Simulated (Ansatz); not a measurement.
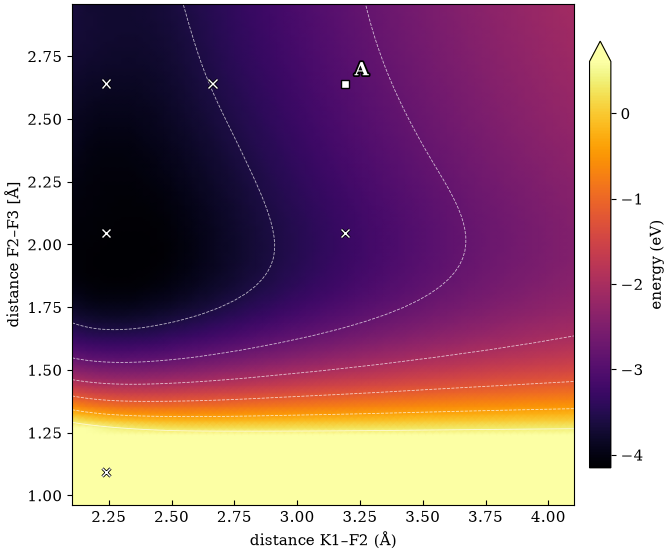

The system K + F₂, spin multiplicity 2. The first coordinate is: distance K1–F2; the second: distance F2–F3. Nothing is relaxed (the angle K1–F2–F3 is fixed at 140 degrees). The scan uses a 9 × 9 grid. At 5 points there is no value. Points are written as (first, second). Energies: eV, counted from K far from the relaxed FF (each part in its own basis). The calculation used UKS PBE-D4/def2-SVPD in Ansatz.

In the figure: a smooth colour map with a few white contour lines, crosses at grid points without a value, one colour for all values above the top of the scale, the point A. Between grid points the surface is interpolated.

Q: Is A at rest? If not, where is it pushed?

A: A, at (3.190 Å, 2.641 Å), is not a stationary point. The computed force is 1.1 eV for each Å towards smaller values of distance K1–F2 and 0.43 eV for each Å towards smaller values of distance F2–F3.
